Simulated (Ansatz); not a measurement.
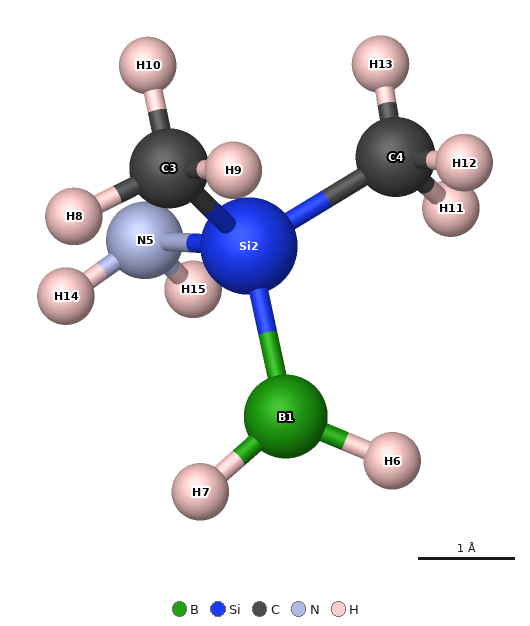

**Figure 1.** The starting structure (ball-and-stick view, seen at a tilt; atoms are numbered from 1 in the order of the input).

**Run report: C$_{2}$H$_{10}$BNSi, geometry relaxation**

The run: geometry relaxation of C$_{2}$H$_{10}$BNSi, SMILES B[Si](C)(C)N. Method and program: RKS PBE-D4/def2-SVP (Ansatz 0.2.0).

The geometry: force-field start. Figures and captions count atoms from 1; the log counts them from 0 in places.

## Log
```
Functional definition: PBE
  name "PBE"
  cite "Perdew, Burke & Ernzerhof, Phys. Rev. Lett. 77, 3865 (1996) doi:10.1103/PhysRevLett.77.3865"
  parent pbe
  parameter kappa = 0.804
  parameter beta = 0.06672455060314922
  exchange = pbe_x(kappa = kappa, mu = beta*pi^2/3)
  correlation = pbe_c(beta = beta)
1418 factors; their error is unknown
mean field evaluation 1: about -12246.2465 eV, gradient 8.8e1 eV
mean field evaluation 2: about -12180.6146 eV, gradient 1.6e2 eV
mean field evaluation 4: about -12263.8437 eV, gradient 1.2e1 eV
mean field evaluation 8: about -12264.3520 eV, gradient 1.9e-1 eV
mean field evaluation 16: about -12264.2754 eV, gradient 1.7e-3 eV
mean field -12264.27543757 eV, -450.7038093062 hartree, gradient 6.7e-5 eV, S^2 0.000000; 0 other end points of the search recorded, 0 dependent functions left out
the calculation of the forces begins
reference -12264.27547847 eV, -450.7038108091 hartree; 24, 24 occupied and 100, 100 virtual orbitals, 1418 factors
relax step   1: F+E_penalty+E_count = -12264.59438745 eV  Δ(F+E_penalty+E_count) = +0.000e0 eV  max|allowed force component| = 3.927e0 eV/Å  Δτ_max = 0.0000 Å  (29 SCF iters, accepted)
these checks for a lower state are left out or cut short: starts, cluster_reference, orbital_swaps, neighbouring_geometries, increment
1418 factors; their error is unknown
mean field -12264.77605399 eV, -450.7222066204 hartree, gradient 8.2e-6 eV, S^2 0.000000; 0 other end points of the search recorded, 0 dependent functions left out
[... from here on the field's lines of each further geometry are left out, up to the last ...]
relax step   2: F+E_penalty+E_count = -12265.08844504 eV  Δ(F+E_penalty+E_count) = -4.941e-1 eV  max|allowed force component| = 1.395e0 eV/Å  Δτ_max = 0.1522 Å  (30 SCF iters, accepted)
relax step   3: F+E_penalty+E_count = -12265.11147016 eV  Δ(F+E_penalty+E_count) = -2.303e-2 eV  max|allowed force component| = 9.924e-1 eV/Å  Δτ_max = 0.1412 Å  (30 SCF iters, accepted)
relax step   4: F+E_penalty+E_count = -12265.19540249 eV  Δ(F+E_penalty+E_count) = -8.393e-2 eV  max|allowed force component| = 1.940e-1 eV/Å  Δτ_max = 0.1217 Å  (30 SCF iters, accepted)
relax step   5: F+E_penalty+E_count = -12265.20829077 eV  Δ(F+E_penalty+E_count) = -1.289e-2 eV  max|allowed force component| = 1.551e-1 eV/Å  Δτ_max = 0.0415 Å  (30 SCF iters, accepted)
relax step   6: F+E_penalty+E_count = -12265.23712168 eV  Δ(F+E_penalty+E_count) = -2.883e-2 eV  max|allowed force component| = 3.559e-1 eV/Å  Δτ_max = 0.1954 Å  (29 SCF iters, accepted)
relax step   7: F+E_penalty+E_count = -12265.25957375 eV  Δ(F+E_penalty+E_count) = -2.245e-2 eV  max|allowed force component| = 5.333e-1 eV/Å  Δτ_max = 0.1951 Å  (30 SCF iters, accepted)
relax step   8: F+E_penalty+E_count = -12265.29311275 eV  Δ(F+E_penalty+E_count) = -3.354e-2 eV  max|allowed force component| = 6.672e-1 eV/Å  Δτ_max = 0.1956 Å  (30 SCF iters, accepted)
relax step   9: F+E_penalty+E_count = -12265.34605089 eV  Δ(F+E_penalty+E_count) = -5.294e-2 eV  max|allowed force component| = 6.898e-1 eV/Å  Δτ_max = 0.1960 Å  (30 SCF iters, accepted)
relax step  10: F+E_penalty+E_count = -12265.45961555 eV  Δ(F+E_penalty+E_count) = -1.136e-1 eV  max|allowed force component| = 5.476e-1 eV/Å  Δτ_max = 0.1973 Å  (28 SCF iters, accepted)
relax step  11: F+E_penalty+E_count = -12265.66952728 eV  Δ(F+E_penalty+E_count) = -2.099e-1 eV  max|allowed force component| = 1.014e0 eV/Å  Δτ_max = 0.1940 Å  (34 SCF iters, accepted)
relax step  12: F+E_penalty+E_count = -12265.81697602 eV  Δ(F+E_penalty+E_count) = -1.474e-1 eV  max|allowed force component| = 1.017e0 eV/Å  Δτ_max = 0.1946 Å  (29 SCF iters, accepted)
relax step  13: F+E_penalty+E_count = -12265.66557904 eV  Δ(F+E_penalty+E_count) = +1.514e-1 eV  max|allowed force component| = 3.647e0 eV/Å  Δτ_max = 0.1948 Å  (36 SCF iters, rejected (line search))
relax step  14: F+E_penalty+E_count = -12265.89271574 eV  Δ(F+E_penalty+E_count) = -7.574e-2 eV  max|allowed force component| = 5.523e-1 eV/Å  Δτ_max = 0.0974 Å  (29 SCF iters, accepted)
relax step  15: F+E_penalty+E_count = -12265.92707573 eV  Δ(F+E_penalty+E_count) = -3.436e-2 eV  max|allowed force component| = 4.118e-1 eV/Å  Δτ_max = 0.0965 Å  (29 SCF iters, accepted)
relax step  16: F+E_penalty+E_count = -12265.91759718 eV  Δ(F+E_penalty+E_count) = +9.479e-3 eV  max|allowed force component| = 3.594e-1 eV/Å  Δτ_max = 0.1500 Å  (28 SCF iters, rejected (line search))
relax step  17: F+E_penalty+E_count = -12265.93703287 eV  Δ(F+E_penalty+E_count) = -9.957e-3 eV  max|allowed force component| = 7.563e-2 eV/Å  Δτ_max = 0.0750 Å  (29 SCF iters, accepted)
relax step  18: F+E_penalty+E_count = -12265.91877518 eV  Δ(F+E_penalty+E_count) = +1.826e-2 eV  max|allowed force component| = 4.540e-1 eV/Å  Δτ_max = 0.0459 Å  (29 SCF iters, rejected (line search))
the calculation of the forces begins
reference -12265.62573830 eV, -450.7534319426 hartree; 24, 24 occupied and 100, 100 virtual orbitals, 1418 factors
relax step  19: F+E_penalty+E_count = -12265.93806749 eV  Δ(F+E_penalty+E_count) = -1.035e-3 eV  max|allowed force component| = 1.061e-2 eV/Å  Δτ_max = 0.0224 Å  (30 SCF iters, accepted)
1418 factors; their error is unknown
mean field evaluation 160: about -12265.6257 eV, gradient 4.8e-2 eV
```

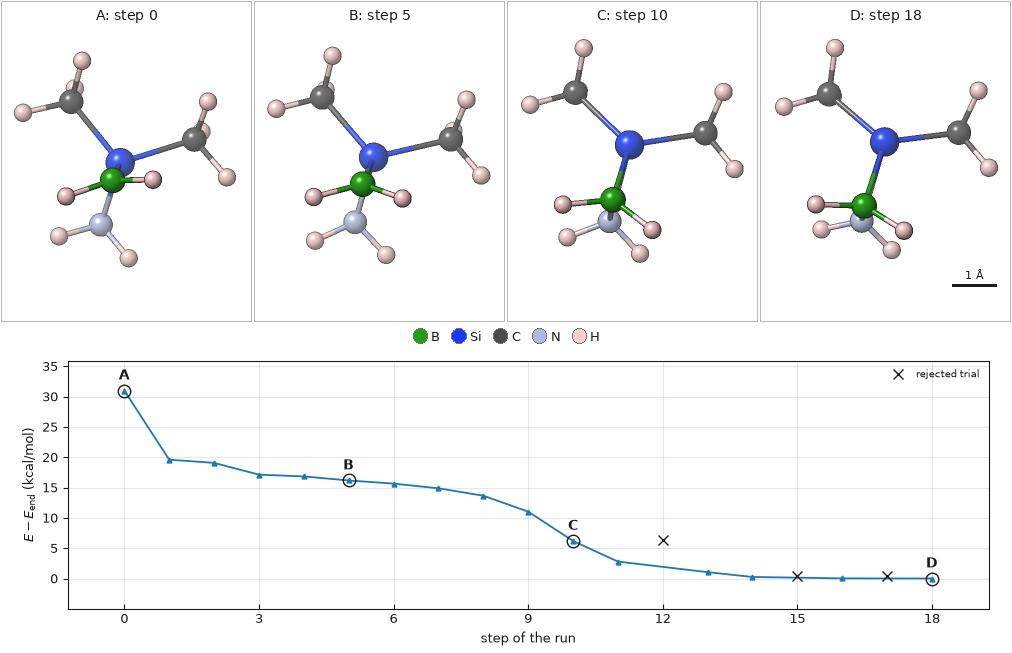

**Figure 2.** Frames of the relaxation (ball-and-stick view, seen at a tilt) above the curves, on which the letters mark them (the first geometry is step 0 here and step 1 in the log).

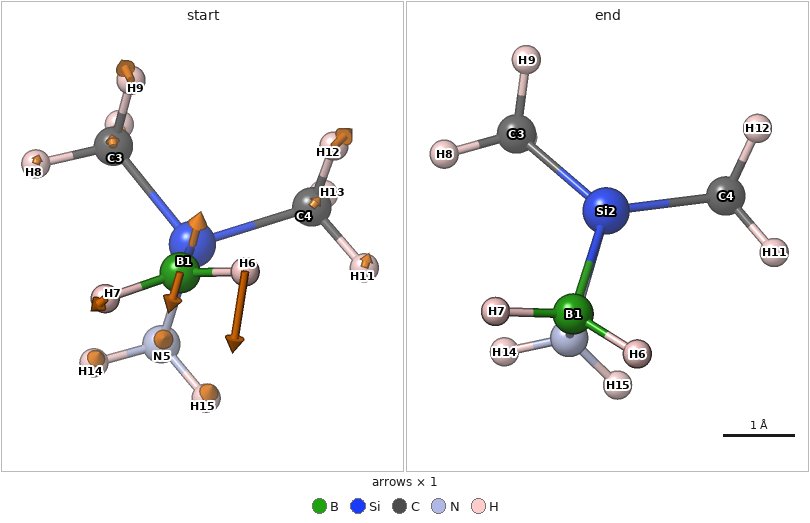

**Figure 3.** Before (left) and after (right) the relaxation, at one scale (ball-and-stick view, seen at a tilt). The orange arrows give the displacements, at true length. The energy falls by 31.0 kcal/mol in 18 geometry steps. Largest force component: 3.9 eV/Å at the start, 0.011 eV/Å at the end. The line search rejected the trial steps at points 12, 15, 17 (counted from 0) and went back. H6 moves most after the best rigid fit: 1.26 Å. By element the largest moves are H 1.26 Å, N 1.05 Å, B 0.65 Å, Si 0.61 Å, C 0.21 Å. Among the contacts that change: B1–N5 3.040 → 1.627 Å, Si2–N5 1.807 → 1.917 Å, B1–Si2 1.884 → 1.981 Å, C4–H13 1.034 → 1.110 Å. New bonds form: B1–N5 (3.04 → 1.63 Å). Among the angles that change: B1–Si2–N5 110.9° → 49.3°, B1–Si2–C3 108.3° → 123.9°, Si2–N5–H14 104.8° → 119.9°. (Atoms are counted from 1 in the order of the input.)

```
mean field -12265.62569758 eV, -450.7534304464 hartree, gradient 1.5e-5 eV, S^2 0.000000; 1 other end points of the search recorded, 0 dependent functions left out
the calculation of the forces begins
reference -12265.62573830 eV, -450.7534319426 hartree; 24, 24 occupied and 100, 100 virtual orbitals, 1418 factors
Total energy: -12265.93810820 eV, -450.7649113251 hartree
Atom 0 at    -1.183767     1.548947    -0.128202 Å, force     0.003385    -0.005303    -0.004858 eV/Å
Atom 1 at    -0.044873     0.042219     0.467704 Å, force    -0.000079    -0.003032    -0.002524 eV/Å
Atom 2 at     1.843242     0.131214     0.599798 Å, force     0.002642     0.002821    -0.007479 eV/Å
Atom 3 at    -0.625316    -1.759428     0.557837 Å, force    -0.007376    -0.000599    -0.003689 eV/Å
Atom 4 at    -0.486159     0.653675    -1.294380 Å, force     0.001045     0.005802    -0.000009 eV/Å
Atom 5 at    -2.393255     1.399596    -0.077800 Å, force     0.000340    -0.001132    -0.000769 eV/Å
Atom 6 at    -0.711030     2.670821    -0.051061 Å, force    -0.001794     0.000839    -0.001870 eV/Å
Atom 7 at     2.209374     1.137771     0.312048 Å, force    -0.001872    -0.009445     0.003475 eV/Å
Atom 8 at     2.156719    -0.039102     1.650963 Å, force     0.000639    -0.002033     0.002375 eV/Å
Atom 9 at     2.348986    -0.632305    -0.028091 Å, force    -0.003549     0.008035     0.002855 eV/Å
Atom 10 at    -1.682854    -1.847056     0.235045 Å, force     0.010608    -0.000216     0.008178 eV/Å
Atom 11 at    -0.575080    -2.122471     1.605826 Å, force     0.001734     0.001811    -0.004624 eV/Å
Atom 12 at    -0.000251    -2.436287    -0.061743 Å, force    -0.004932     0.001186     0.002347 eV/Å
Atom 13 at     0.228914     1.110120    -1.871332 Å, force     0.001199     0.001565     0.003525 eV/Å
Atom 14 at    -1.106650     0.091586    -1.887312 Å, force    -0.001989    -0.000298     0.003065 eV/Å
Dipole moment:     0.368978    -0.476780    -0.418713 e Å
```

## Trajectory as extended XYZ (Å, eV, eV/Å), 7 of the 19 frames kept, from step=1 to step=19
```
15
Properties=species:S:1:pos:R:3:forces:R:3 step=1 energy=-12264.59439
B    -1.0982    1.4290    0.4806   -1.0494   1.8386   0.2757
Si   -0.0236    0.0140   -0.1444    0.8550  -0.8855  -0.8956
C     1.6682    0.2327    0.5342    1.8653   0.9164   1.2454
C    -0.6526   -1.5964    0.4436   -3.9272   0.9498   1.0277
N     0.0546    0.0123   -1.9494   -0.3922   0.5294   0.5210
H    -2.1109    1.2606    1.1098   -0.3403   0.0340   0.2160
H    -0.8392    2.5908    0.2022   -0.0063   0.0109   0.0554
H     2.1611    1.2132    0.1923   -0.4636  -0.9236   0.3878
H     1.6619    0.2422    1.6987   -0.0162   0.0214  -1.4787
H     2.3474   -0.6003    0.2223   -0.1505   0.1687   0.0649
H    -1.7598   -1.7358    0.0591    1.5633   0.1931   0.5736
H    -0.7489   -1.6033    1.5727    0.2405  -0.0925  -0.7315
H    -0.1302   -2.4125    0.0826    1.6000  -2.3850  -0.7658
H     0.3803    0.9708   -2.2029   -0.2474  -0.4769  -0.2588
H    -0.9321   -0.0680   -2.2721    0.4687   0.1012  -0.2371
15
Properties=species:S:1:pos:R:3:forces:R:3 step=4 energy=-12265.19540
B    -1.1962    1.5843    0.4987    0.0747  -0.0998   0.1072
Si   -0.0241    0.0236   -0.0596   -0.0645   0.1071   0.0354
C     1.7594    0.2235    0.5541   -0.1090  -0.0857  -0.0902
C    -0.7064   -1.6725    0.4377    0.1940   0.0574   0.0174
N     0.0120    0.0599   -1.8525   -0.1622   0.1321   0.1184
H    -2.2912    1.4781    1.0447    0.0914   0.0018  -0.1694
H    -0.8484    2.7269    0.2268   -0.0129  -0.0708  -0.0185
H     2.2014    1.1816    0.2203    0.0217   0.0675  -0.0385
H     1.7937    0.2088    1.6600    0.0073  -0.0067   0.1024
H     2.3955   -0.6043    0.1781   -0.0006  -0.0026  -0.0198
H    -1.7257   -1.8314    0.0412   -0.1211  -0.0235  -0.0626
H    -0.7705   -1.7455    1.5427    0.0053  -0.0015   0.0205
H    -0.0559   -2.4963    0.0755   -0.0279   0.0322  -0.0079
H     0.3285    0.9574   -2.2434    0.0426  -0.0405  -0.0035
H    -0.8940   -0.1450   -2.2950    0.0613  -0.0670   0.0091
15
Properties=species:S:1:pos:R:3:forces:R:3 step=7 energy=-12265.25957
B    -1.1724    1.6008    0.4384   -0.5333  -0.0500  -0.1217
Si   -0.0048    0.0441    0.0647    0.1136  -0.1289   0.2156
C     1.8042    0.1858    0.5858    0.0755  -0.0072   0.0141
C    -0.6745   -1.6771    0.4642    0.0275  -0.1803  -0.0584
N    -0.1218    0.1950   -1.7082   -0.4579  -0.1210  -0.3738
H    -2.3959    1.5105    0.6274    0.4172   0.0050  -0.0871
H    -0.7592    2.7172    0.1785    0.0559   0.0819   0.0599
H     2.2248    1.1702    0.2874   -0.0066  -0.0637   0.0306
H     1.9013    0.0992    1.6925   -0.0043   0.0096  -0.1406
H     2.4182   -0.6136    0.1153   -0.0358   0.0613   0.0525
H    -1.7114   -1.8045    0.0810    0.0842   0.0215   0.0680
H    -0.6975   -1.8494    1.5625   -0.0062   0.0107  -0.0863
H    -0.0379   -2.4705    0.0040   -0.1064   0.1494   0.0982
H     0.1442    1.0685   -2.1765   -0.0308  -0.0567   0.0647
H    -0.9392   -0.2270   -2.1878    0.4073   0.2683   0.2643
15
Properties=species:S:1:pos:R:3:forces:R:3 step=10 energy=-12265.45962
B    -1.1680    1.5443    0.1368   -0.2845  -0.2125  -0.2827
Si    0.0238    0.0069    0.2470   -0.0754   0.0917   0.2296
C     1.8706    0.1343    0.6089   -0.0185  -0.0717  -0.0534
C    -0.6363   -1.7377    0.5292    0.0932  -0.0086  -0.0167
N    -0.3170    0.4153   -1.5006   -0.3020   0.5476   0.1696
H    -2.3995    1.3935    0.0540    0.5213   0.0223   0.0255
H    -0.6948    2.6652   -0.0157   -0.0373  -0.1400  -0.0138
H     2.2643    1.1286    0.3199    0.0016   0.0135  -0.0042
H     2.0411    0.0118    1.6995    0.0078  -0.0006  -0.0243
H     2.4525   -0.6488    0.0785   -0.0048   0.0188   0.0200
H    -1.6846   -1.8166    0.1801   -0.0285  -0.0097   0.0049
H    -0.6256   -1.9795    1.6130    0.0018  -0.0022  -0.0350
H    -0.0246   -2.4986   -0.0002   -0.0225   0.0036   0.0254
H     0.0353    1.2679   -1.9538    0.0231  -0.2794  -0.0107
H    -1.1592    0.0627   -1.9673    0.1246   0.0271  -0.0342
15
Properties=species:S:1:pos:R:3:forces:R:3 step=13 energy=-12265.66558 accepted=F
B    -1.1624    1.5165   -0.1801   -1.6527   1.8400   1.9559
Si   -0.0233    0.0395    0.4791   -0.0987   0.0221   0.3046
C     1.8632    0.1135    0.6118    0.0602  -0.0408  -0.1044
C    -0.6108   -1.7591    0.5568    0.0309  -0.0793  -0.0907
N    -0.5612    0.7353   -1.2607    1.9832  -1.9387  -3.6468
H    -2.3877    1.3551   -0.0854    0.3249   0.1256   0.1156
H    -0.7098    2.6531   -0.1009   -0.1095  -0.0324   0.1755
H     2.2426    1.1133    0.3191    0.0178  -0.0062   0.0081
H     2.1488   -0.0440    1.6764   -0.0286   0.0117  -0.0972
H     2.3764   -0.6660    0.0072   -0.0064   0.0542   0.0333
H    -1.6642   -1.8398    0.2192    0.0073  -0.0158   0.0166
H    -0.5808   -2.1076    1.6132    0.0047   0.0258  -0.0826
H     0.0185   -2.4521   -0.0449   -0.0558   0.0376   0.0475
H     0.1771    1.1507   -1.8943   -0.6886  -0.2822   0.8252
H    -1.1484    0.1412   -1.8871    0.2113   0.2784   0.5395
15
Properties=species:S:1:pos:R:3:forces:R:3 step=16 energy=-12265.91760 accepted=F
B    -1.1906    1.5502   -0.1065    0.1441   0.0061  -0.3594
Si   -0.0630    0.0506    0.5180    0.0136  -0.0091  -0.3078
C     1.8194    0.1468    0.5766    0.1712  -0.0215   0.1775
C    -0.6346   -1.7512    0.5625   -0.0295  -0.0927   0.0410
N    -0.4599    0.6511   -1.2660   -0.1140  -0.0903   0.1703
H    -2.3982    1.3878   -0.0931   -0.0161   0.0231   0.0251
H    -0.7097    2.6695   -0.0598   -0.0560   0.0323   0.1121
H     2.1745    1.1588    0.2956   -0.0176   0.0061  -0.0060
H     2.1762   -0.0421    1.6102    0.0619  -0.0090   0.0141
H     2.3001   -0.6041   -0.0855   -0.0155   0.0073   0.0094
H    -1.6899   -1.8280    0.2309   -0.0076  -0.0061   0.0102
H    -0.5918   -2.1471    1.5974   -0.0100  -0.0175   0.0413
H    -0.0086   -2.4147   -0.0717   -0.0017   0.0436   0.0023
H     0.3051    1.0609   -1.8164   -0.1281   0.0532   0.0544
H    -1.0511    0.0607   -1.8629    0.0052   0.0746   0.0154
15
Properties=species:S:1:pos:R:3:forces:R:3 step=19 energy=-12265.93807
B    -1.1838    1.5489   -0.1282    0.0034  -0.0053  -0.0049
Si   -0.0449    0.0422    0.4677   -0.0001  -0.0030  -0.0025
C     1.8432    0.1312    0.5998    0.0026   0.0028  -0.0075
C    -0.6253   -1.7594    0.5578   -0.0074  -0.0006  -0.0037
N    -0.4862    0.6537   -1.2944    0.0010   0.0058   0.0000
H    -2.3933    1.3996   -0.0778    0.0003  -0.0011  -0.0008
H    -0.7110    2.6708   -0.0511   -0.0018   0.0008  -0.0019
H     2.2094    1.1378    0.3120   -0.0019  -0.0094   0.0035
H     2.1567   -0.0391    1.6510    0.0006  -0.0020   0.0024
H     2.3490   -0.6323   -0.0281   -0.0035   0.0080   0.0029
H    -1.6829   -1.8471    0.2350    0.0106  -0.0002   0.0082
H    -0.5751   -2.1225    1.6058    0.0017   0.0018  -0.0046
H    -0.0003   -2.4363   -0.0617   -0.0049   0.0012   0.0023
H     0.2289    1.1101   -1.8713    0.0012   0.0016   0.0035
H    -1.1066    0.0916   -1.8873   -0.0020  -0.0003   0.0031
```

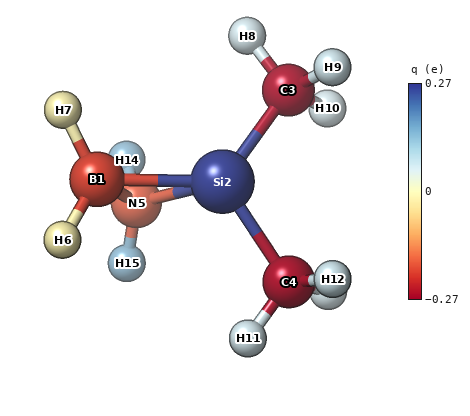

**Figure 4.** Mulliken charges, as the colour of each atom (ball-and-stick view, seen at a tilt; atoms are numbered from 1 in the order of the input). By element: B −0.20, Si +0.26, C −0.26, N −0.18 and H −0.02 to +0.15 e.

The run was set up as follows.

## The input
```yaml
crystal:
  periodic: [false, false, false]
  atoms:
    - {symbol: B, position_ang: [-1.098200, 1.429000, 0.480600]}
    - {symbol: Si, position_ang: [-0.023600, 0.014000, -0.144400]}
    - {symbol: C, position_ang: [1.668200, 0.232700, 0.534200]}
    - {symbol: C, position_ang: [-0.652600, -1.596400, 0.443600]}
    - {symbol: N, position_ang: [0.054600, 0.012300, -1.949400]}
    - {symbol: H, position_ang: [-2.110900, 1.260600, 1.109800]}
    - {symbol: H, position_ang: [-0.839200, 2.590800, 0.202200]}
    - {symbol: H, position_ang: [2.161100, 1.213200, 0.192300]}
    - {symbol: H, position_ang: [1.661900, 0.242200, 1.698700]}
    - {symbol: H, position_ang: [2.347400, -0.600300, 0.222300]}
    - {symbol: H, position_ang: [-1.759800, -1.735800, 0.059100]}
    - {symbol: H, position_ang: [-0.748900, -1.603300, 1.572700]}
    - {symbol: H, position_ang: [-0.130200, -2.412500, 0.082600]}
    - {symbol: H, position_ang: [0.380300, 0.970800, -2.202900]}
    - {symbol: H, position_ang: [-0.932100, -0.068000, -2.272100]}
basis:
  gaussian: {orbitals: def2-SVP}
hamiltonian: {xc: pbe, dispersion: d4}
relax: {f_tol: 0.03, max_steps: 200}
```

Launched with:
```bash
ansatz run in.yaml --threads 4 --pin off --events-out ev --progress --plain --max-ram 10444MiB
```

## Key numbers

```json
{"quantity": "outcome", "value": "converged"}
{"quantity": "total energy", "value": "−12265.9381 eV"}
{"quantity": "mean-field energy", "value": "−12265.6257 eV"}
{"quantity": "dispersion energy", "value": "−0.3124 eV"}
{"quantity": "SCF solution under orbital rotations", "value": "stable"}
{"quantity": "largest force (length of the vector) at the end", "value": "0.013 eV/Å"}
{"quantity": "dipole moment", "value": "3.53 D"}
{"quantity": "hardware", "value": "4 threads of Arm Neoverse V1, 23 GiB of memory available, shared host"}
{"quantity": "wall time", "value": "31 s (CPU time 1.9 min)"}
{"quantity": "peak memory", "value": "0.17 GiB"}
```
